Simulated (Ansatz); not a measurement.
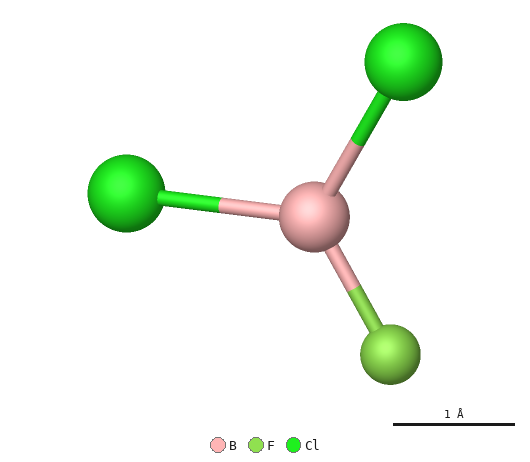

Rendered structure (ball-and-stick style).

Computed geometry: PBE0-D4/def2-TZVP optimisation.

What is the molecular formula?

BCl₂F, 4 atoms: 1 boron, 2 chlorine and 1 fluorine.

What is the point group of this geometry?

C2v.

More results for the same structure follow; atom numbers are the same in all pictures, views and colours differ.

## Vibrations

Harmonic vibrations computed with RKS PBE0-D4/def2-TZVP (Ansatz 0.2.0) at a stationary point of the same level.

How many vibrational modes are there, and where do they lie?

6 modes: 265, 365, 526, 565, 1009, 1347 cm⁻¹.

## Thermal motion

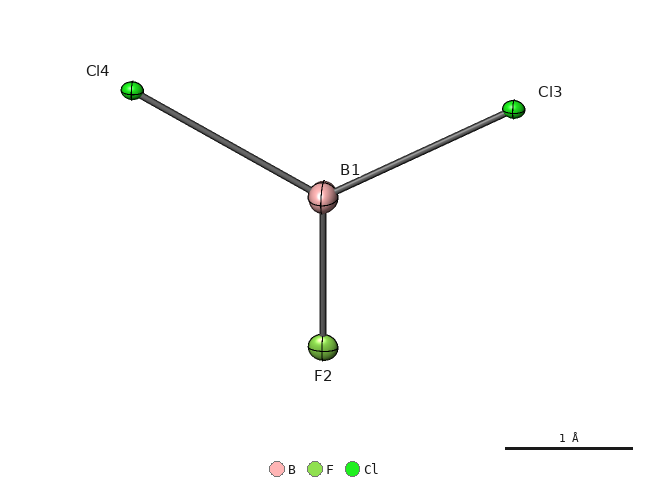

Displacement ellipsoids at the 50 % level, enlarged 2 times, from the internal vibrations of the free molecule (harmonic, no overall translation or rotation; no half-axis is drawn under 0.075 Å). Vibrations computed with RKS PBE0-D4/def2-TZVP (Ansatz 0.2.0). Temperature: 0 K (zero-point motion alone).

Which atom moves most?

B1, with U_eq = 0.0019 Å².

List U_eq and the three principal root-mean-square amplitudes for each kind of atom.

```csv
atom,U_eq (Å²),rms amplitudes (Å)
B1,0.0019,"0.038, 0.041, 0.051"
F2,0.00096,"0.011, 0.036, 0.038"
"Cl3, Cl4",0.00040,"0.005, 0.019, 0.028"
```

## Dipole moment

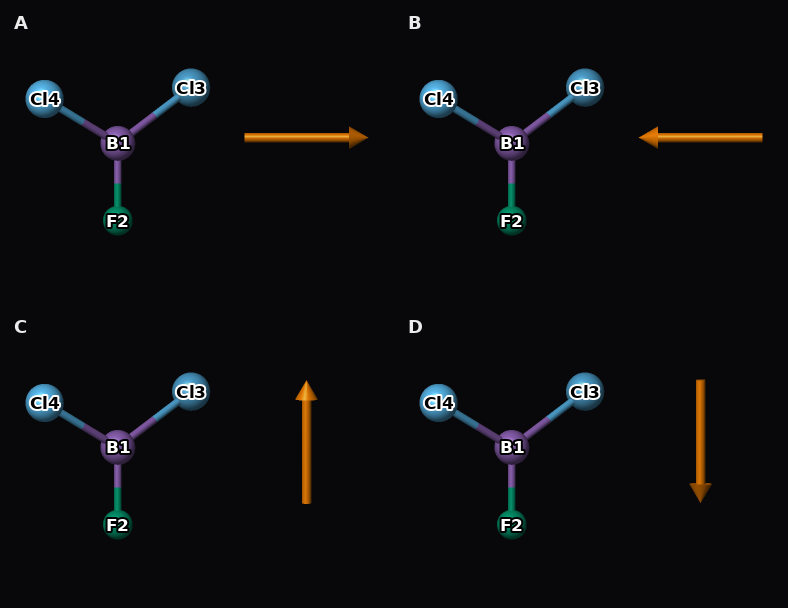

The same molecule four times, each with an arrow. Method: RKS PBE0-D4/def2-TZVP (Ansatz 0.2.0).

Which arrow points along the dipole moment, from the negative to the positive end?

C. The dipole moment is 0.30 D; it points from the side of F2 to the side of Cl3, Cl4 (the outermost atoms at the two ends).
